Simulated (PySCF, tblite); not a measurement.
**C₅H₁₅BS: geometry, infrared bands and NMR shifts**

What infrared bands and NMR shifts should C₅H₁₅BS (`CC(C)[BH2-][S+](C)C`) show?

Programs: tblite 0.8.0 and PySCF 2.14.0, with density-fitted response routines of our own. Each step states its level of theory. These are calculated values for one molecule in the gas phase, unless marked as measured. Atoms are numbered from 0 throughout.

## (1) Starting geometry

22 atoms, charge 0, multiplicity 1; geometry from: force field or distance geometry start.

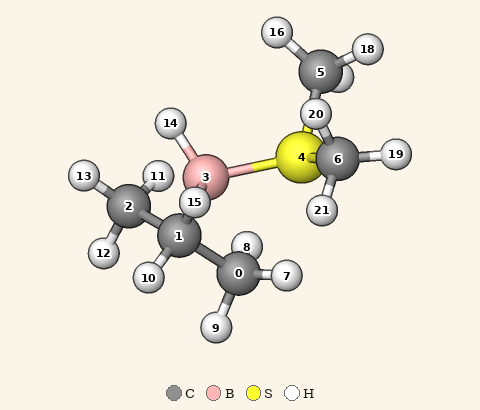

As it starts; carbon grey, boron pink, sulfur yellow, hydrogen white, atoms numbered.

## (2) Relaxing the molecule with GFN2-xTB

The job: settings as JSON, then the geometry in Å.

```
{"job": {"kind": "relax", "xc": "GFN2-xTB", "basis": "xTB"}, "charge": 0, "multiplicity": 1}
C     -1.468800    -0.598400    -1.389400
C     -1.592400    -0.322600     0.075800
C     -2.457700     0.879700     0.266700
B     -0.201400    -0.218400     0.828000
S      1.262000    -0.161200    -0.268700
C      2.057700     1.418100    -0.305900
C      2.480100    -1.315700     0.323700
H     -0.554600    -1.155200    -1.608000
H     -1.540100     0.372500    -1.930700
H     -2.412100    -1.145000    -1.666300
H     -2.163300    -1.188800     0.516300
H     -2.117300     1.718100    -0.387500
H     -3.491100     0.606600    -0.097500
H     -2.588400     1.190900     1.311300
H     -0.182900     0.688800     1.626300
H     -0.096100    -1.232300     1.495900
H      1.905100     2.015900     0.613600
H      1.773500     1.942300    -1.233400
H      3.166100     1.254100    -0.376400
H      3.333300    -1.437300    -0.354300
H      2.886300    -0.976200     1.297900
H      1.991900    -2.316300     0.460200
```

Started as:

```
> OMP_NUM_THREADS=1 python probes_run.py task.json out
```

This one command runs all jobs of the session in turn.

**Question.** This job is followed by: GFN2-xTB harmonic vibrations, gas phase; GIAO PBE0/pcSseg-1 NMR shielding, non-relativistic, gas phase. Predict these results of the whole session: strongest single infrared mode (GFN2-xTB); zero-point energy (GFN2-xTB); 13C shifts against TMS (PBE0/pcSseg-1, means over atoms taken as alike); 1H shifts against TMS (PBE0/pcSseg-1, means over atoms taken as alike); 11B shifts against BF3·OEt2 (PBE0/pcSseg-1); 33S shifts against CS2 (PBE0/pcSseg-1).

As calculated:

| quantity | value |
| --- | --- |
| strongest single infrared mode (GFN2-xTB) | 2458 cm⁻¹, 192 km/mol |
| zero-point energy (GFN2-xTB) | 119.6 kcal/mol |
| 13C shifts against TMS (PBE0/pcSseg-1, means over atoms taken as alike) | 32.7, 27.2, 21.3 ppm |
| 1H shifts against TMS (PBE0/pcSseg-1, means over atoms taken as alike) | 2.46, 2.09, 0.98, 0.96 ppm |
| 11B shifts against BF3·OEt2 (PBE0/pcSseg-1) | -3.9 ppm |
| 33S shifts against CS2 (PBE0/pcSseg-1) | -35 ppm |

**Reading.** Over 242 steps the energy fell by 1.159 eV; of the close pairs, B3–S4 changed most, 1.830 to 2.019 Å. All 60 modes are real, so the xTB geometry is a minimum. The strongest single mode, at 2458 cm⁻¹, moves mainly H14. Unscaled tight-binding wavenumbers are off by several per cent, some by more. Its intensities can rank the bands wrongly. At PBE0/pcSseg-1: Shielding is most anisotropic at S4 (span 253 ppm, paramagnetic term -521 ppm).
